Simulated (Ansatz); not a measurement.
BFSiTe (SMILES F[B-]1=[Si]=[Te+]1)

```xyz
4

B    -0.0552    0.5656   -0.2269
F    -0.9665    1.3695   -0.7461
Si    0.5248   -1.0214    0.8243
Te    2.1367    0.6191   -0.3080
```

Geometry: PBE-D3(BJ)/def2-SVP; core potentials replace the inner electrons of Te.

Computed with Ansatz 0.2.0, isolated molecule in a Gaussian basis; Kohn-Sham density functional theory, functional PBE0.

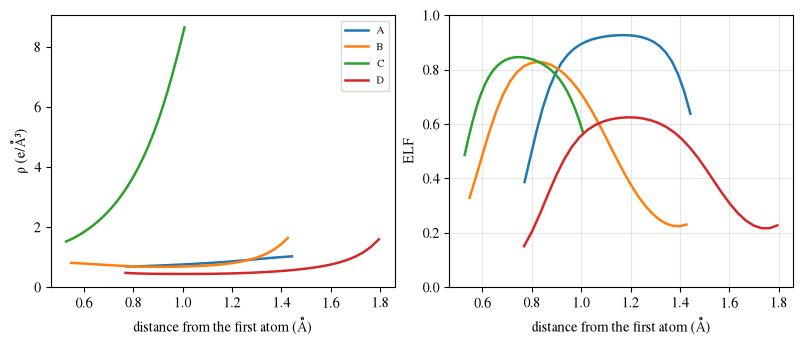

Figure 1. Electron density and electron localisation function along straight lines between neighbouring atoms. The curves leave out the atomic cores.

> Which curve belongs to which contact (B–F, B–Te, Si–B and Si–Te)? The first atom named is at distance zero.

Curve A: Si–B (1.99 Å): ρ at the midpoint is about 0.75 e/Å³; the ELF peaks at about 0.95 between the atoms (a shared electron pair). Curve B: B–Te (2.19 Å): ρ is about 0.72 e/Å³ halfway; the ELF peaks at about 0.85 between the atoms, as expected for a covalent bond. Curve C: B–F (1.32 Å): ρ is about 2.2 e/Å³ halfway; the ELF peaks at about 0.85 between the atoms: a shared but strongly polarised pair. Curve D: Si–Te (2.56 Å): the density is about 0.48 e/Å³ at the midpoint; the ELF peaks at about 0.60 between the atoms.

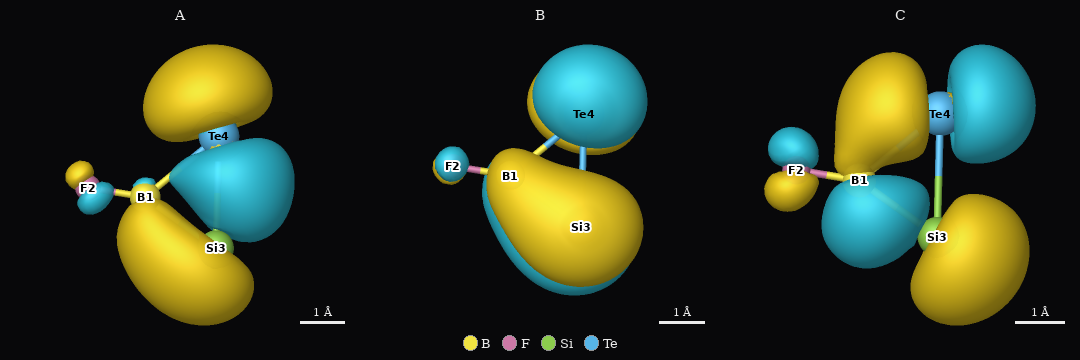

Figure 2. Three frontier orbitals at ±0.08 Å⁻³ᐟ² (yellow and cyan are the two phases), in no order.

> Which picture is the HOMO−1, the HOMO and the LUMO?

A is the HOMO−1 (−7.56 eV). It lies mainly on Te4 (about 55 %), Si3 (about 35 %) and B1 (about 10 %); it is symmetric in the molecular plane (an in-plane orbital: σ, lone-pair or in-plane π type). C is the HOMO (−6.40 eV). By Hirshfeld shares it lies mainly on Si3 (about 40 %), Te4 (about 35 %) and B1 (about 20 %); it is symmetric in the molecular plane (an in-plane orbital: σ, lone-pair or in-plane π type). B is the LUMO (−3.31 eV). By Hirshfeld shares it lies mainly on Si3 (about 50 %), Te4 (about 35 %) and B1 (about 15 %); it changes sign across the molecular plane (π type); π-antibonding (a node) across B1–Te4 and Si3–Te4.

> What is the HOMO–LUMO gap?

3.09 eV between the orbital energies.
